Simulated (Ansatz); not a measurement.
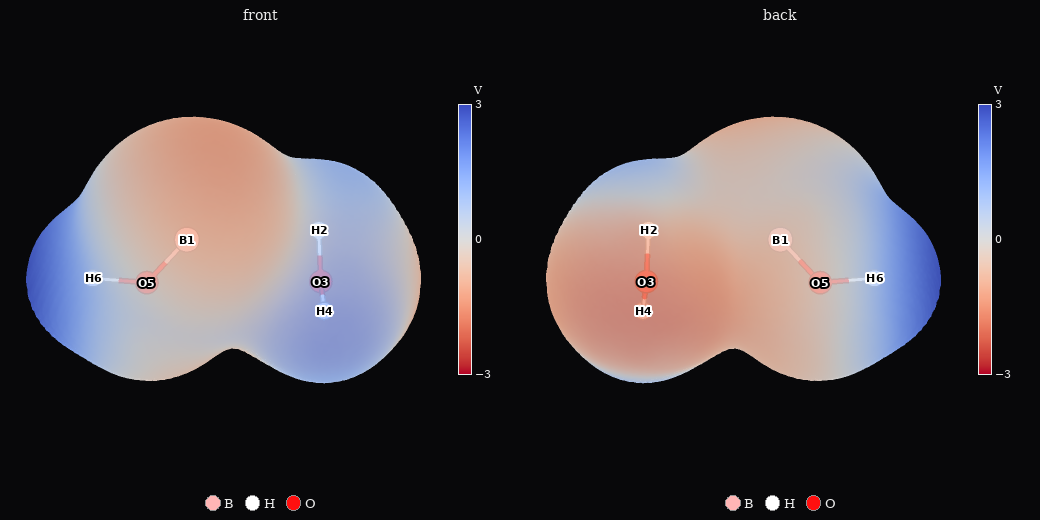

Figure 1: BHO···H2O. The molecular electrostatic potential painted on the density surface at 0.001 e/bohr³, seen from the front and from behind; red is negative and blue positive.

Not at a stationary point (largest force 0.7 eV/Å).

The calculation used RKS B3LYP-D4/def2-SVP in Ansatz 0.2.0.

Input

```
crystal:
  periodic: [false, false, false]
  atoms:
    - { symbol: B, position_ang: [0.0, 0.0, 0.0] }
    - { symbol: H, position_ang: [0.7099, 0.0, 1.1951] }
    - { symbol: O, position_ang: [1.6038, 0.0, 0.1408] }
    - { symbol: H, position_ang: [1.9037, -0.9519, -0.0141] }
    - { symbol: O, position_ang: [-1.2211, 0.0, -0.705] }
    - { symbol: H, position_ang: [-1.7308, -0.8467, -0.4965] }
basis:
  gaussian: { orbitals: def2-SVP }
hamiltonian:
  xc: b3lyp
  dispersion: d4
relax:
  f_tol: 0.15
  max_steps: 25
  restrain:
    - { distance: [1, 2], at: 1.01, k: 30.0 }
    - { distance: [0, 1], at: 2.39, k: 30.0 }
    - { distance: [0, 2], at: 2.61, k: 30.0 }
output:
  orbitals: {}
```

Launched as:

```sh
ansatz run input.yaml --threads 1 --pin off --max-ram 2048MiB --backend cpu --events-out ev --progress --plain --runs-dir out
```

The fields are those of the run's last geometry, not of the input's.

Describe the electrostatic potential map.

The most negative region (about −1.6 V, or −37 kcal/mol for a unit charge) lies over O3, the most positive (about +2.7 V, or +62 kcal/mol for a unit charge) over H6. O3 is the likeliest acceptor of a hydrogen bond.
